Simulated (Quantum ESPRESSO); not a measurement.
## MnPSe3: which magnetic order is lowest

A self-consistent run ends on one state, which hangs on the start. Several orders of MnPSe3 are started in Quantum ESPRESSO and their energies compared.

Main program and level: Quantum ESPRESSO 7.5; PBEsol; plane waves with GBRV 1.5 PBEsol potentials, no spin-orbit coupling.

The experiments to compare with:

“Local spin structure in the layered van der Waals materials MnPSxSe3-x” (2024, arxiv:2404.02328) reports for MnPSe3, layered rhombohedral, by neutron magnetic PDF (polycrystalline, solid-state reaction, 15 K): moment (ordered moment per Mn) 4.666 ± 0.149 μB [moment from magnetic PDF fit on powder].

**1. Set-up**

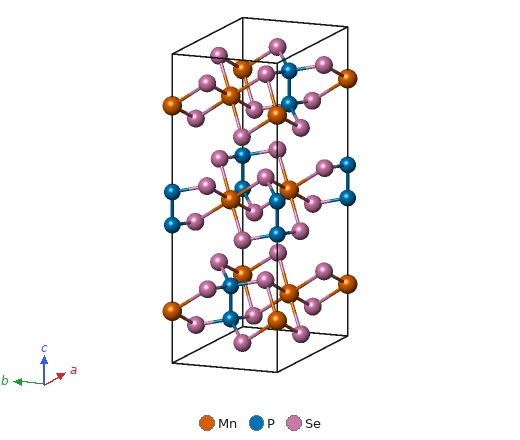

The starting structure, seen from a free direction (manganese orange, phosphorus blue, selenium pink). This picture shows the conventional cell, with its axes. Some periodic images of atoms are drawn too.

The cell comes from Materials Project 2023-11-01, a database of computed structures, and need not be the stable phase.

**2. Run 1, typed as ferro ++**

The signs are those of the starting moments on the seeded atoms, the atoms that are given a moment.

pw.in reads:

```
&CONTROL
  calculation = 'scf'
  prefix = 'pwscf'
  outdir = './tmp'
  pseudo_dir = './pseudo'
  disk_io = 'nowf'
/
&SYSTEM
  ibrav = 0
  nat = 10
  ntyp = 3
  ecutwfc = 40
  ecutrho = 280
  nbnd = 56
  occupations = 'smearing'
  smearing = 'fd'
  degauss = 0.00367493
  nspin = 2
  starting_magnetization(1) = 0.3
  starting_magnetization(2) = 0
  starting_magnetization(3) = 0
/
&ELECTRONS
  conv_thr = 2d-08
  electron_maxstep = 150
  mixing_beta = 0.3
/
ATOMIC_SPECIES
Mn     54.9380 mn_pbesol_v1.5.uspp.F.UPF
P      30.9738 p_pbesol_v1.5.uspp.F.UPF
Se     78.9710 se_pbesol_v1.uspp.F.UPF
CELL_PARAMETERS angstrom
   3.1997804373    1.8473940968    6.9054975756
  -3.1997804373    1.8473940968    6.9054975756
   0.0000000000   -3.6947881936    6.9054975756
ATOMIC_POSITIONS crystal
Mn      0.8323828600    0.8323828600    0.8323828600
Mn      0.1676171400    0.1676171400    0.1676171400
P       0.5535793900    0.5535793900    0.5535793900
P       0.4464206100    0.4464206100    0.4464206100
Se      0.4151439300    0.7494138000    0.0889330100
Se      0.0889330100    0.4151439300    0.7494138000
Se      0.7494138000    0.0889330100    0.4151439300
Se      0.5848560700    0.2505862000    0.9110669900
Se      0.9110669900    0.5848560700    0.2505862000
Se      0.2505862000    0.9110669900    0.5848560700
K_POINTS automatic
4 4 4 0 0 0
```

Command:

```sh
> OMP_NUM_THREADS=1 mpirun -n 4 pw.x -nk 4 -in pw.in > pw.out
```

The program printed:

```text
Program PWSCF v.7.5 starts

     Message from routine setup:
     using ibrav=0 with symmetry is DISCOURAGED, use correct ibrav instead

     K-points division:     npool     =       4
     Subspace diagonalization in iterative solution of the eigenvalue problem:

     G-vector sticks info
     --------------------
     sticks:   dense  smooth     PW     G-vecs:    dense   smooth      PW
     Sum        3655    2079    593               130893    56513    8723

     Using Slab Decomposition

     bravais-lattice index     =            0
     lattice parameter (alat)  =      14.8000  a.u.
     unit-cell volume          =    1652.8086 (a.u.)^3
     number of atoms/cell      =           10
     number of atomic types    =            3
     number of electrons       =        76.00
     number of Kohn-Sham states=           56
     kinetic-energy cutoff     =      40.0000  Ry
     charge density cutoff     =     280.0000  Ry
     scf convergence threshold =      2.0E-08
     mixing beta               =       0.3000
     number of iterations used =            8  plain     mixing
     Exchange-correlation= SLA  PW   PSX  PSC
                           (   1   4  10   8   0   0   0)

     celldm(1)=  14.799989  celldm(2)=   0.000000  celldm(3)=   0.000000
     celldm(4)=   0.000000  celldm(5)=   0.000000  celldm(6)=   0.000000

     crystal axes: (cart. coord. in units of alat)
               a(1) = (   0.408562   0.235883   0.881724 )
               a(2) = (  -0.408562   0.235883   0.881724 )
               a(3) = (   0.000000  -0.471766   0.881724 )

     reciprocal axes: (cart. coord. in units 2 pi/alat)
               b(1) = (  1.223805  0.706564  0.378047 )
               b(2) = ( -1.223805  0.706564  0.378047 )
               b(3) = (  0.000000 -1.413129  0.378047 )

     PseudoPot. # 1 for Mn read from file:
     mn_pbesol_v1.5.uspp.F.UPF
     Pseudo is Ultrasoft + core correction, Zval = 15.0
     Generated by new atomic code, or converted to UPF format
     Using radial grid of  859 points,  6 beta functions with:
                l(1) =   0
                l(2) =   0
                l(3) =   1
                l(4) =   1
                l(5) =   2
                l(6) =   2
     Q(r) pseudized with  8 coefficients,  rinner =    0.950   0.950   0.950
                                                       0.950   0.950

     PseudoPot. # 2 for P  read from file:
     p_pbesol_v1.5.uspp.F.UPF
     Pseudo is Ultrasoft + core correction, Zval =  5.0
     Generated by new atomic code, or converted to UPF format
     Using radial grid of  903 points,  6 beta functions with:
                l(1) =   0
                l(2) =   0
                l(3) =   1
                l(4) =   1
                l(5) =   2
                l(6) =   2
     Q(r) pseudized with  8 coefficients,  rinner =    1.300   1.300   1.300
                                                       1.300   1.300

     PseudoPot. # 3 for Se read from file:
     se_pbesol_v1.uspp.F.UPF
     Pseudo is Ultrasoft + core correction, Zval =  6.0
     Generated by new atomic code, or converted to UPF format
     Using radial grid of  877 points,  6 beta functions with:
                l(1) =   0
                l(2) =   0
                l(3) =   1
                l(4) =   1
                l(5) =   2
                l(6) =   2
     Q(r) pseudized with  8 coefficients,  rinner =    1.300   1.300   1.300
                                                       1.300   1.300

     atomic species   valence    mass     pseudopotential
     Mn               15.00    54.93800     Mn( 1.00)
     P                 5.00    30.97380     P ( 1.00)
     Se                6.00    78.97100     Se( 1.00)

     Starting magnetic structure
     atomic species   magnetization
     Mn              0.300
     P               0.000
     Se              0.000

      6 Sym. Ops., with inversion, found

   Cartesian axes

     site n.     atom                  positions (alat units)
         1        Mn     tau(   1) = (  -0.0000000   0.0000000   2.2017948  )
         2        Mn     tau(   2) = (  -0.0000000  -0.0000000   0.4433759  )
         3        P      tau(   3) = (   0.0000000  -0.0000000   1.4643120  )
         4        P      tau(   4) = (  -0.0000000   0.0000000   1.1808587  )
         5        Se     tau(   5) = (  -0.1365699   0.2327440   1.1052323  )
         6        Se     tau(   6) = (  -0.1332773  -0.2346450   1.1052323  )
         7        Se     tau(   7) = (   0.2698472   0.0019010   1.1052323  )
         8        Se     tau(   8) = (   0.1365699  -0.2327440   1.5399384  )
         9        Se     tau(   9) = (   0.1332773   0.2346450   1.5399384  )
        10        Se     tau(  10) = (  -0.2698472  -0.0019010   1.5399384  )

     number of k points=    14  Fermi-Dirac smearing, width (Ry)=  0.0037
                       cart. coord. in units 2pi/alat
        k(    1) = (   0.0000000   0.0000000   0.0000000), wk =   0.0156250
        k(    2) = (   0.0000000  -0.3532822   0.0945119), wk =   0.0937500
        k(    3) = (  -0.0000000   0.7065644  -0.1890237), wk =   0.0468750
        k(    4) = (  -0.3059513  -0.1766411   0.1890237), wk =   0.0937500
        k(    5) = (  -0.3059513   0.8832054  -0.0945119), wk =   0.0937500
        [... 9 further k-points ...]

     Dense  grid:   130893 G-vectors     FFT dimensions: (  80,  80,  80)

     Smooth grid:    56513 G-vectors     FFT dimensions: (  60,  60,  60)

     Check: negative core charge=   -0.000012
     Generating pointlists ...
     new r_m :   0.1440 (alat units)  2.1318 (a.u.) for type    1
     new r_m :   0.1156 (alat units)  1.7109 (a.u.) for type    2
     new r_m :   0.1156 (alat units)  1.7109 (a.u.) for type    3

     Initial potential from superposition of free atoms

     starting charge      74.9991, renormalised to      76.0000
     Starting wfcs are   58 randomized atomic wfcs

     Self-consistent Calculation

     iteration #  1     ecut=    40.00 Ry     beta= 0.30
     Davidson diagonalization with overlap
     ethr =  1.00E-02,  avg # of iterations =  4.7

     Threshold (ethr) on eigenvalues was too large:
     Diagonalizing with lowered threshold

     Davidson diagonalization with overlap
     ethr =  4.48E-04,  avg # of iterations =  2.5

     total energy              =    -713.03073601 Ry
     estimated scf accuracy    <       0.35732949 Ry

     total magnetization       =     9.86 Bohr mag/cell
     absolute magnetization    =     9.86 Bohr mag/cell

     iteration #  2     ecut=    40.00 Ry     beta= 0.30
     Davidson diagonalization with overlap
     ethr =  4.70E-04,  avg # of iterations =  3.6

     total energy              =    -713.07112723 Ry
     estimated scf accuracy    <       0.07109345 Ry

     total magnetization       =     9.81 Bohr mag/cell
     absolute magnetization    =     9.81 Bohr mag/cell

     iteration #  3     ecut=    40.00 Ry     beta= 0.30
     Davidson diagonalization with overlap
     ethr =  9.35E-05,  avg # of iterations =  5.5

     total energy              =    -713.07976249 Ry
     estimated scf accuracy    <       0.02522556 Ry

     total magnetization       =     9.91 Bohr mag/cell
     absolute magnetization    =     9.91 Bohr mag/cell

     [... further iterations left out ...]

     iteration #  9     ecut=    40.00 Ry     beta= 0.30
     Davidson diagonalization with overlap
     ethr =  3.14E-09,  avg # of iterations =  6.4

     total energy              =    -713.08427459 Ry
     estimated scf accuracy    <       0.00000087 Ry

     total magnetization       =     9.95 Bohr mag/cell
     absolute magnetization    =     9.95 Bohr mag/cell

     iteration # 10     ecut=    40.00 Ry     beta= 0.30
     Davidson diagonalization with overlap
     ethr =  1.14E-09,  avg # of iterations =  2.7

     total energy              =    -713.08427499 Ry
     estimated scf accuracy    <       0.00000008 Ry

     total magnetization       =     9.95 Bohr mag/cell
     absolute magnetization    =     9.95 Bohr mag/cell

     iteration # 11     ecut=    40.00 Ry     beta= 0.30
     Davidson diagonalization with overlap
     ethr =  1.05E-10,  avg # of iterations =  5.6

     total energy              =    -713.08427508 Ry
     estimated scf accuracy    <       0.00000006 Ry

     total magnetization       =     9.95 Bohr mag/cell
     absolute magnetization    =     9.95 Bohr mag/cell

     iteration # 12     ecut=    40.00 Ry     beta= 0.30
     Davidson diagonalization with overlap
     ethr =  7.51E-11,  avg # of iterations =  2.8

     Magnetic moment per site  (integrated on atomic sphere of radius R)
     atom   1 (R=0.144)  charge= 13.3795  magn=  4.3024
     atom   2 (R=0.144)  charge= 13.3795  magn=  4.3024
     atom   3 (R=0.116)  charge=  2.4249  magn=  0.0339
     atom   4 (R=0.116)  charge=  2.4249  magn=  0.0339
     atom   5 (R=0.116)  charge=  2.8467  magn=  0.0449
     atom   6 (R=0.116)  charge=  2.8467  magn=  0.0449
     atom   7 (R=0.116)  charge=  2.8467  magn=  0.0449
     atom   8 (R=0.116)  charge=  2.8467  magn=  0.0449
     atom   9 (R=0.116)  charge=  2.8467  magn=  0.0449
     atom  10 (R=0.116)  charge=  2.8467  magn=  0.0449

     End of self-consistent calculation

     [... lines left out ...]
     the Fermi energy is     6.0501 ev

!    total energy              =    -713.08427513 Ry
     estimated scf accuracy    <          5.3E-09 Ry
     smearing contrib. (-TS)   =      -0.00080335 Ry
     internal energy E=F+TS    =    -713.08347178 Ry

     The total energy is F=E-TS. E is the sum of the following terms:
     one-electron contribution =    -419.93398691 Ry
     hartree contribution      =     235.55023124 Ry
     xc contribution           =    -241.06427983 Ry
     ewald contribution        =    -287.63543628 Ry

     total magnetization       =     9.95 Bohr mag/cell
     absolute magnetization    =     9.95 Bohr mag/cell

     convergence has been achieved in  12 iterations

=------------------------------------------------------------------------------=
   JOB DONE.
=------------------------------------------------------------------------------=
```

It took 90 s on 4 MPI ranks of Intel Xeon Platinum 8375C at 2.90GHz (Ice Lake), shared host; peak memory 1.3 GiB; 6 min of CPU time.

Spin moment in the atom's sphere by atom:

```
atom  spin moment in the atom's sphere (μB)
 Mn1                                   4.30
 Mn2                                   4.30
  P3                                   0.03
  P4                                   0.03
 Se5                                   0.04
 Se6                                   0.04
 Se7                                   0.04
 Se8                                   0.04
 Se9                                   0.04
Se10                                   0.04
```

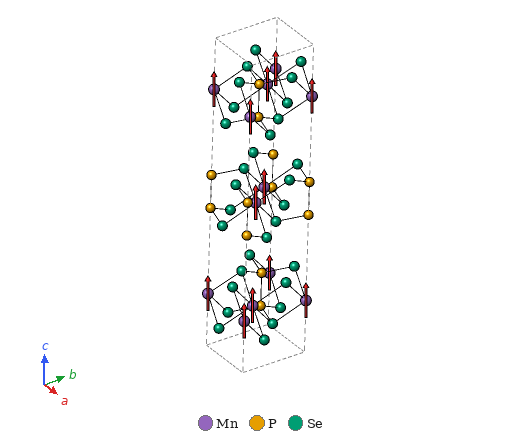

Spin moment in the atom's sphere as arrows, the longest 4.30 μB. Up and down stand for the sign. Arrows give size and sign along the axis of quantisation, drawn up and down the page. Some periodic images of atoms are drawn too.

Read from the output:

```
smearing term TS       : 0.01093 eV
magnetization          : 9.946 μB
absolute magnetization : 9.947 μB
final state            : ferromagnetic
```

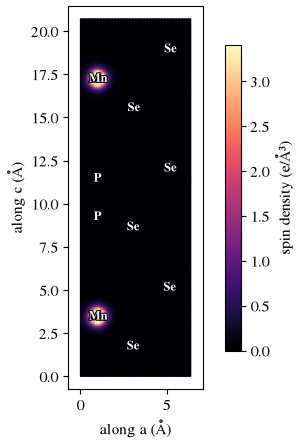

Spin density in the ac plane of the conventional cell at fractional y = 0.000, with atoms of Mn and P and Se within 0.2 Å of it. The map starts off the cell's origin, so that atoms lie inside it.

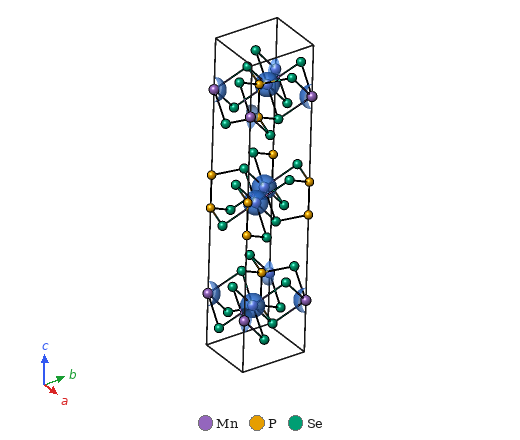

Surface of spin density = 0.4 e/Å³, which holds about 70 % of the integral of its size.

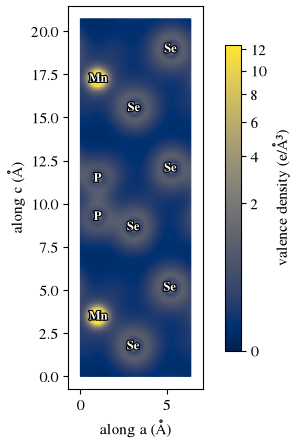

Valence density in the ac plane of the conventional cell at fractional y = 0.000, with atoms of Mn and P and Se within 0.2 Å of it. It is the smooth field of the valence electrons, not physical close to the nuclei. The map starts off the cell's origin, so that atoms lie inside it. The colour scale is stretched toward low values.

(Continued in part 2 of 2.)

[Logs and program files are shortened in this print: banners, set-up blocks, solver, clock and traceback lines can be left out without a mark of their own.]

[Logs are printed without paths, hosts, clocks, repeated set-up lines and the standing remarks that a program may print on its own settings, such as how far it seeks lower states.]

[Hosts, paths, dates, database ids (printed as entryN), source tags and the programs' standing remarks are cut or masked in the printed files.]

[Where a cell is said to come from a database of computed structures, the database is the Materials Project.]
